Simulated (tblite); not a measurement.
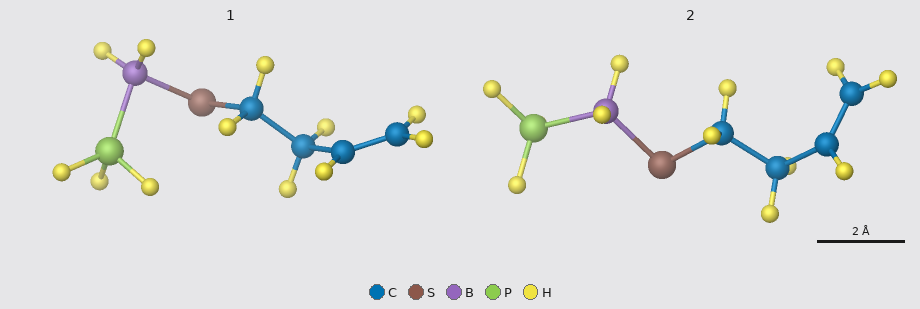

Two geometries of C4H12BPS, drawn at one scale. One is the start of a relaxation, the other its converged end. A ball-and-stick model, seen at a tilt.

Level of theory: tblite 0.8.0, GFN2-xTB geometry optimisation, gas phase. 

**Which of the two is the end point?**

Structure 1 is the relaxed one. After 218 geometry steps the energy has fallen by 14.4 kcal/mol. The atom that moves furthest after the best rigid fit is an H atom (2.33 Å). Largest moves by element: H 2.33 Å, S 1.62 Å, P 1.18 Å, B 1.03 Å, C 1.00 Å. Among the contacts that change: P–S 3.095 → 2.724 Å, B–P 1.886 → 1.929 Å, H–P 1.413 → 1.378 Å, C–C 1.547 → 1.524 Å. Among the angles between lasting bonds that change: B–P–H 109.5° → 130.9°, S–B–P 109.4° → 90.0°, H–P–H 109.4° → 96.5°. Groups turn about B–S by about 95°, C–C by about 50°. The run took 1.7 s on 1 thread of Arm Neoverse V1, with other jobs on the host.
